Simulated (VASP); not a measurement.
Band structure of Ag2S (space group Fm-3m). Level of theory: LDA (Ceperley-Alder, Perdew-Zunger) with spin-orbit coupling, VASP's LDA PAW potentials (set 64) (plane waves; VASP 6.6.1).

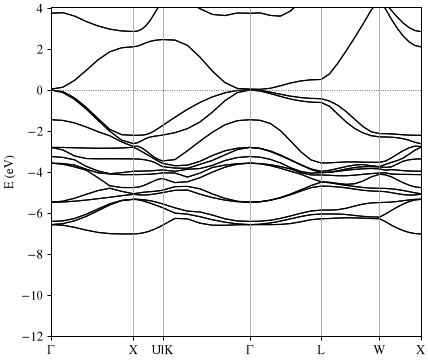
Figure: Bands along high-symmetry lines, zero at the valence-band maximum or, without a gap, the Fermi level

Read the plot: is there a gap, and where are the band edges?

The gap is indirect, 0.03 eV, from the valence maximum at Γ to the conduction minimum at Γ-L at 0.14.

The structure comes from a computed database's Ag2S entry (Fm-3m); how it stands against other phases isn't given here. It was relaxed first, which changed the volume by -11 %.
